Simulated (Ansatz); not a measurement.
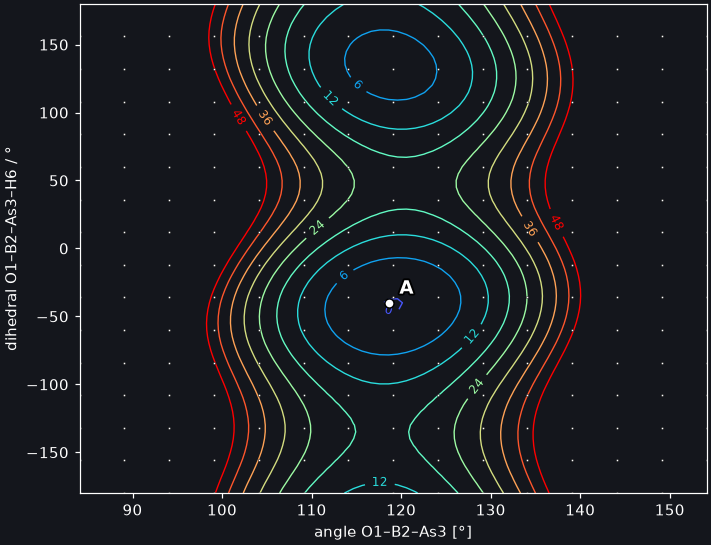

AsBH4O, SMILES OB[AsH2]. The first coordinate is: angle O1–B2–As3; the second: dihedral O1–B2–As3–H6. Nothing is relaxed (all other coordinates rigid). The scan uses a 15 × 15 grid. All energies are given in kJ/mol relative to the lowest grid point. Theory: RKS PBE0-D4/def2-TZVP (Ansatz).

The picture shows contour lines labelled in kJ/mol (none above 48), dots at the grid points, the point A. Between grid points the surface is interpolated.

Q: What is the easiest way out of the well at A, and how high is the barrier?

A: The easiest path leads from the well at angle O1–B2–As3 = 119.1°, dihedral O1–B2–As3–H6 = −36° to the well at angle O1–B2–As3 = 119.1°, dihedral O1–B2–As3–H6 = 132°, about 3.3 kJ/mol higher. Its highest point lies about 17 kJ/mol above the bottom of the first well on the interpolated surface, at about angle O1–B2–As3 = 118°, dihedral O1–B2–As3–H6 = −135°. Seen from the upper well the barrier is about 14 kJ/mol. The start is the relaxed structure and all else is held, so a fully relaxed path at this level can only be lower.

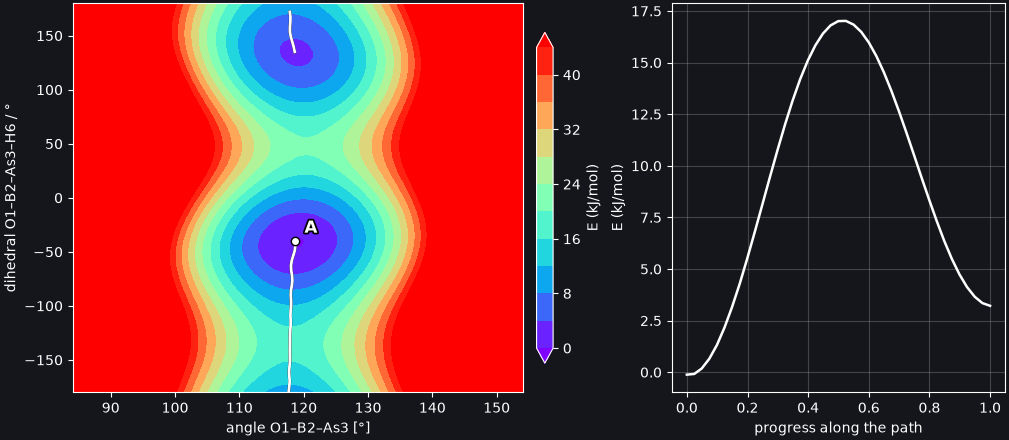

The picture shows filled contours, a line along the lowest path, one colour for all values above the top of the scale, the energy along the path at the right. Between grid points the surface is interpolated.
